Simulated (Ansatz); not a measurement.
A series of calculations on BH$_{3}$Cl

Part 1: Relaxation

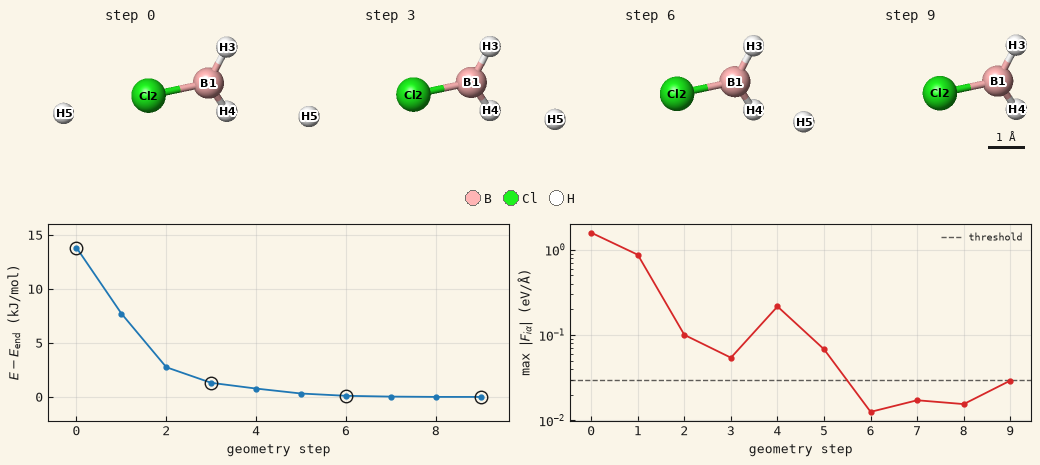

Frames of a relaxation of BH3Cl (multiplicity 2), marked on the history of the run. The picture is a ball-and-stick view, seen from a free direction.

The run prepares an end point of a later path (reaction) calculation, from a guessed geometry.

Theory: Ansatz 0.2.0, UHF/def2-SVP.

Input file:
```yaml
crystal:
  periodic: [false, false, false]
  atoms:
    - { symbol: B, position_ang: [0.0, 0.0, -0.080189] }
    - { symbol: Cl, position_ang: [0.0, 0.0, 1.73626] }
    - { symbol: H, position_ang: [1.051434, 0.0, -0.636613] }
    - { symbol: H, position_ang: [-1.051434, 0.0, -0.636613] }
    - { symbol: H, position_ang: [0.0, 0.0, 4.317156] }
magnetization:
  spin_polarized: true
  initial_magnetization: 1
basis:
  gaussian: { orbitals: def2-SVP }
hamiltonian:
  xc: hf
relax:
  f_tol: 0.03
  max_steps: 50
output:
  orbitals: {}
```

Run as
```bash
ansatz run input.yaml --threads 1 --pin off --max-ram 2048MiB --backend cpu --events-out ev --progress --plain --runs-dir out
```

Question: What happens along the run?

Answer: After 9 geometry steps the energy has fallen by 13.8 kJ/mol. Largest force component: 1.6 eV/Å at the start, 0.029 eV/Å at the end. The largest move after the best rigid fit is that of H5, 1.21 Å. Largest moves by element: H 1.21 Å, Cl 0.35 Å, B 0.28 Å. Among the contacts that change: B1–Cl2 1.816 → 1.754 Å. Cost: 4 s on 1 thread of Arm Neoverse V1, with other jobs on the host, peak memory 0.092 GiB. From step 0 to 3: H5 moves most (0.44 Å), energy −12.5 kJ/mol. From step 3 to 6: H5 moves most (0.43 Å), energy −1.20 kJ/mol. From step 6 to 9: H5 moves most (0.34 Å), energy −0.10 kJ/mol.

```csv
step,"E − E(0), kJ/mol","largest force component, eV/Å"
0,0.00,1.5847
1,-6.10,0.8738
2,-11.08,0.1007
3,-12.52,0.0544
4,-13.05,0.2167
5,-13.51,0.0682
6,-13.72,0.0126
7,-13.80,0.0173
8,-13.83,0.0156
9,-13.83,0.0293
```

Limits of the set-up: the start holds two separate molecules, 2.6 Å apart at their closest, whose relative position is a soft coordinate and is computed without a dispersion correction; Hartree-Fock leaves out electron correlation.

Part 2: Relaxation

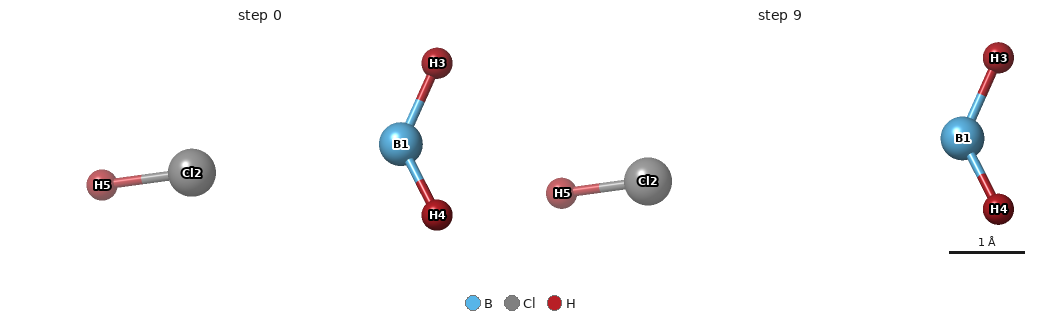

The structure of BH$_{3}$Cl (multiplicity 2) before (left) and after (right) a relaxation, at one scale.

A ball-and-stick model, seen at a tilt.

The run prepares an end point of a later path (reaction) calculation, from a guessed geometry.

Level of theory: UHF/def2-SVP in Ansatz. Set-up: collinear spin; force threshold 0.03 eV/Å; at most 50 steps.

Describe what moved and what it gained.

The atom that moves furthest after the best rigid fit is Cl2 (0.94 Å). By element the largest moves are Cl 0.94 Å, H 0.89 Å, B 0.61 Å. Some distances before and after: Cl2–H5 1.322 → 1.272 Å, B1–H3 1.199 → 1.194 Å. Over 9 geometry steps the energy falls by 4.34 kcal/mol. The largest force component goes from 1.9 to 0.00068 eV/Å.

Limits of the set-up: the start holds two separate molecules, 3.1 Å apart at their closest, whose relative position is a soft coordinate and is computed without a dispersion correction; Hartree-Fock leaves out electron correlation.

Part 3: Path

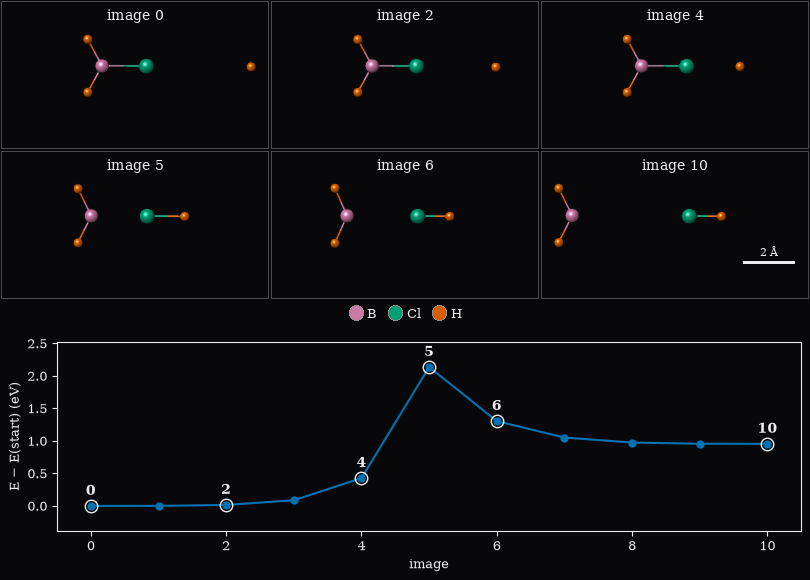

NEB run on BH3Cl (multiplicity 2), made up at the start of BH$_{2}$Cl and H. Images are numbered from 0 (start) to 10 (end). The picture is a ball-and-stick view, seen face on.

These are results of UHF/def2-SVP in Ansatz 0.2.0, not measurements. Run with 9 movable images; climbing image; force threshold 0.05 eV/Å; iteration limit 60; starting path through a guess of the saddle point.

### What happens along the path, and what is the barrier?

The highest point, image 5, lies 2.14 eV above the start and 1.18 eV above the end; the end is at +0.96 eV relative to the start. Breaking: B–Cl (1.75 → 4.63 Å). Forming: Cl–H (4.14 → 1.27 Å). The band converged in 13 iterations. The largest component of the band force went from 5 to 0.043 eV/Å. The climbing image converged on the top of the path. Its vibrational analysis gives 2 imaginary modes over 30i cm⁻¹, so it isn't confirmed as a transition state.

Limits of the set-up: the start holds two separate molecules, 4.1 Å apart at their closest, whose relative position is a soft coordinate and is computed without a dispersion correction; Hartree-Fock leaves out electron correlation.

The run took 43 s on 1 thread of Arm Neoverse V1, with other jobs on the host, peak memory 0.095 GiB.
